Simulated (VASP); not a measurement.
Band structure of In₂Te₃ (space group Imm2). Computed with LDA (Ceperley-Alder, Perdew-Zunger), VASP's LDA PAW potentials (set 64) (plane waves; VASP).

Unless said otherwise, spin-orbit coupling is left out, though it shifts the bands of the heavy elements here.

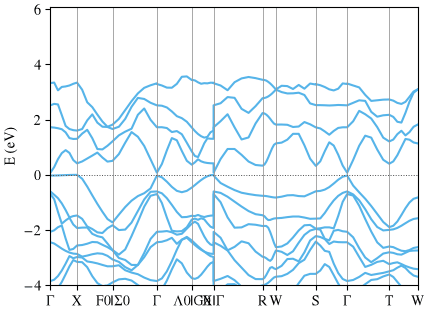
Bands along high-symmetry lines, zero at the valence-band maximum or, without a gap, the Fermi level

**Question.** Read the plot: is there a gap, and where are the band edges?

**Answer.** The gap is indirect, 0.08 eV, from the valence maximum at X to the conduction minimum at Γ. (Edges off the drawn lines would not show.)

The structure comes from a computed database's In2Te3 entry (Imm2); how it stands against other phases isn't given here. It was relaxed first, which changed the volume by -13 %.
